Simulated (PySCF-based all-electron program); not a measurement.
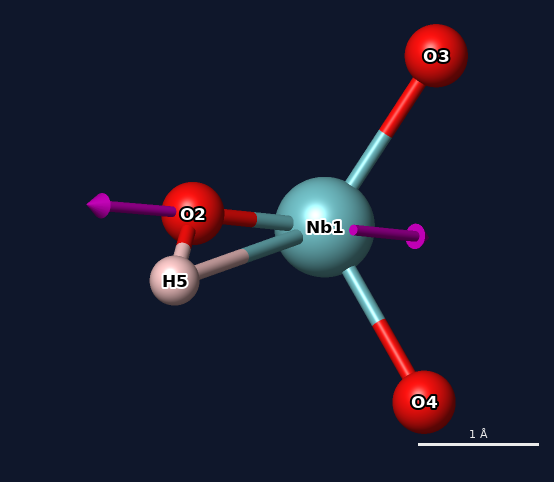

Arrows show the forces on the atoms, 0.04 Å of arrow for 1 eV/Å; forces under a tenth of the largest aren't drawn. Charge 0, singlet. Level of theory: PBE, all-electron, scalar-relativistic (Koelling-Harmon), large uncontracted Gaussian sets (PySCF-based all-electron program).

### Which bond do the forces act along most?

Nb1–O2, now 1.520 Å: the forces push its atoms apart, so a first step downhill lengthens it.

List the force components in the frame of the picture (x right, y up, z towards the viewer), in eV/Å.

| atom | Fx | Fy | Fz |
| --- | --- | --- | --- |
| Nb1 | 15.92 | −1.63 | −19.37 |
| O2 | −18.14 | 1.54 | 17.89 |
| O3 | 1.53 | 1.83 | 0.35 |
| O4 | 1.39 | −1.81 | 0.69 |
| H5 | −0.70 | 0.07 | 0.45 |
